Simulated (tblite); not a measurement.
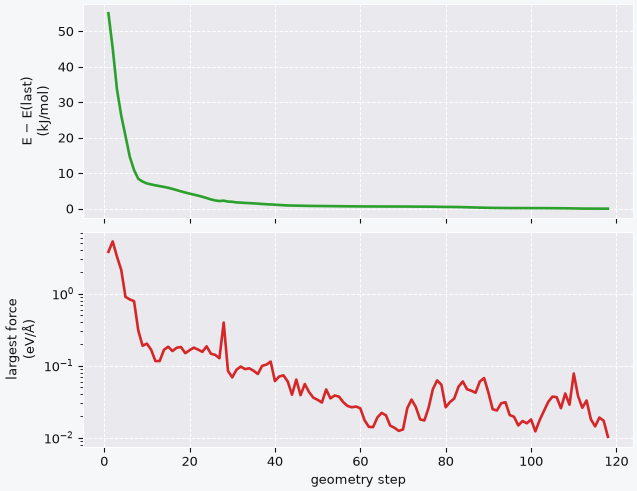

History of a geometry optimisation.

The run: C$_{5}$H$_{7}$O$_{2}$P (SMILES C#C[P@@](=O)(O)C1CC1), by GFN2-xTB geometry optimisation, gas phase (tblite 0.8.0).

Question: How did the optimisation end?

Answer: The optimisation met its thresholds at geometry 118, counting the start as the first. The energy fell by about 55 kJ/mol from the first step to the last. The largest force goes from about 3.8 eV/Å at the start to 0.01 eV/Å at the end.
